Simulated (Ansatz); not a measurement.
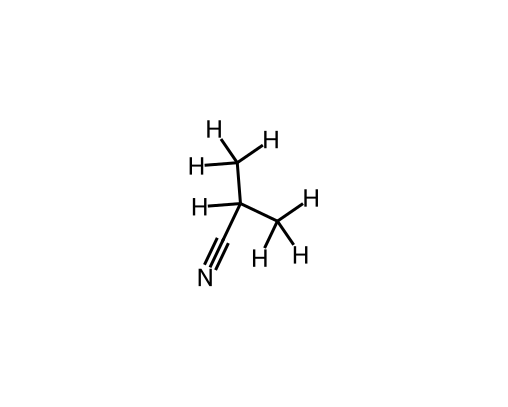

2D structure.

Transcribe the drawing into SMILES.

CC(C)C#N

What is the molecular formula?

C4H7N.

An optimisation with PBE0-D4/def2-TZVP gave a structure of which point group?

Cs.

More results for the same structure follow; atom numbers are the same in all pictures, views and colours differ. The computed structure is the end point of a PBE0-D4/def2-TZVP optimisation.

Electronic properties

Properties computed with RKS B3LYP-D4/def2-TZVPP (Ansatz 0.2.0).

Give the dipole moment at this level.

4.12 D.

Give the dispersion correction at this level.

−32.5 kJ/mol.

What is the HOMO energy (Kohn–Sham orbital)?

−8.99 eV.

What is the HOMO–LUMO gap?

9.19 eV.

Charges

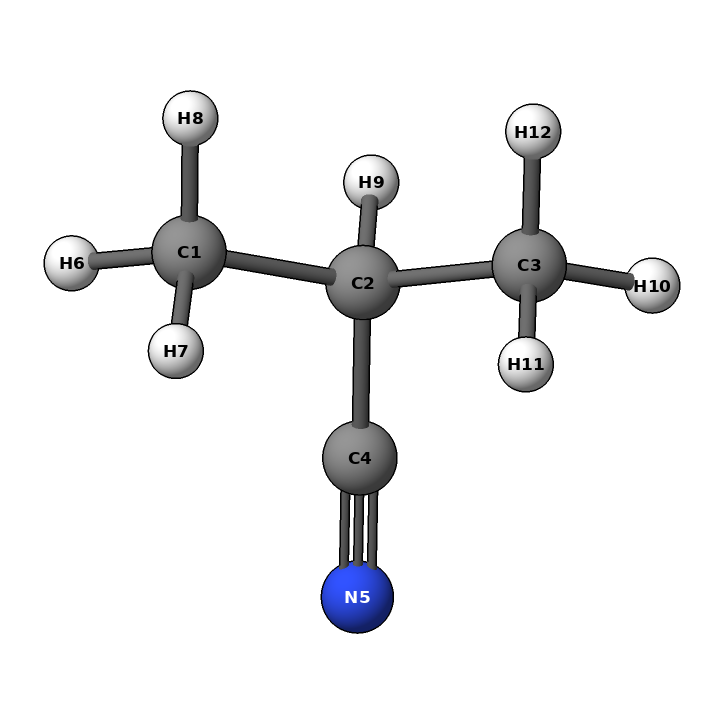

The questions are on Mulliken charges. Level of theory: RKS PBE-D4/def2-TZVPP (Ansatz 0.2.0).

Give the Mulliken charges atom by atom.

```tsv
atom	value (e)
C1	−0.25
C2	0.16
C3	−0.25
C4	−0.37
N5	0.08
H6	0.10
H7	0.09
H8	0.08
H9	0.07
H10	0.10
H11	0.09
H12	0.08
```

Thermal motion

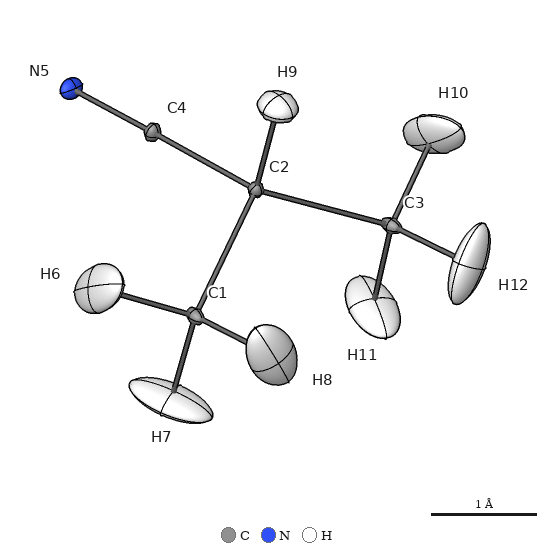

Displacement ellipsoids at the 50 % level, from the internal vibrations of the free molecule (harmonic, no overall translation or rotation; no half-axis is drawn under 0.075 Å). Vibrations computed with RKS PBE0-D4/def2-TZVP (Ansatz 0.2.0). Temperature: 400 K.

Which atom moves most?

H7, H11, with U_eq = 0.0360 Å².

Does H11 move more along its bond or across it?

Across it: the root-mean-square amplitude is 0.076 Å along the bond and up to 0.280 Å across, since bending and torsion are softer than stretching.

Give the displacement parameters, one line for each set of equivalent atoms.

| atom | U_eq (Å²) | rms amplitudes (Å) |
| --- | --- | --- |
| C1, C3 | 0.0027 | 0.027, 0.045, 0.074 |
| C2 | 0.0023 | 0.037, 0.050, 0.055 |
| C4 | 0.0030 | 0.037, 0.056, 0.066 |
| N5 | 0.0043 | 0.032, 0.065, 0.087 |
| H6, H10 | 0.0331 | 0.082, 0.153, 0.263 |
| H7, H11 | 0.0360 | 0.076, 0.155, 0.280 |
| H8, H12 | 0.0343 | 0.095, 0.151, 0.266 |
| H9 | 0.0134 | 0.088, 0.122, 0.133 |

Mulliken values depend strongly on the basis set and can even reverse the polarity of a bond.
